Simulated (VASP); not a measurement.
System: Li$_{2}$H.

```
Li H
1.0
     2.83736    0.00000    0.00000
    -1.41868    2.45723    0.00000
     0.00000    0.00000    4.98847
Li H
2 1
Direct
  0.31097 0.66095 0.26676
  0.69019 0.33052 0.74453
  0.99472 0.99211 0.50168
```

Space group P1; a generated structure, not necessarily the stable one; changed on purpose from its base cell (atoms moved at random by about 0.05 A).

Computed with VASP 6.6.1, Kohn-Sham DFT of a periodic cell, PBE, VASP PAW PBE potentials, recommended.

**What will maps of the valence pseudo-density and electron localisation function show?**

Li–H (1.98 Å): ρ at the midpoint is about 0.13 e/Å³; the ELF climbs to about 1 towards the hydrogen (a hydride-like H with a filled shell, bound largely ionically).
The ELF has a maximum of about 0.75 in the space between the atoms, 2.1 Å from six Li atoms, on no atom or two-centre bond.

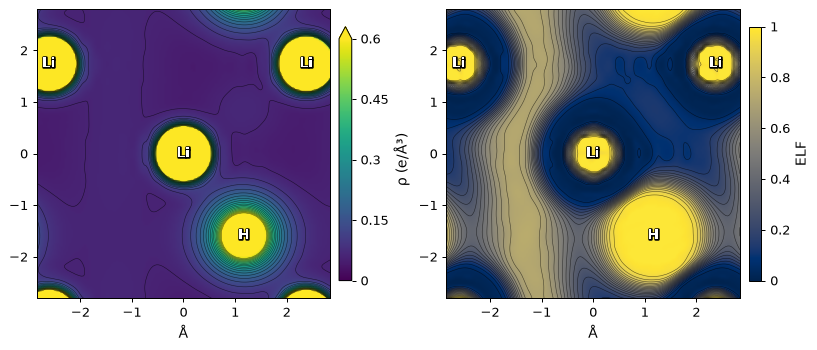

Computed valence pseudo-density and electron localisation function on the (110) plane of the conventional cell, in this order. 

In a PAW calculation such maps are meaningful between the atoms, not at the nuclei.
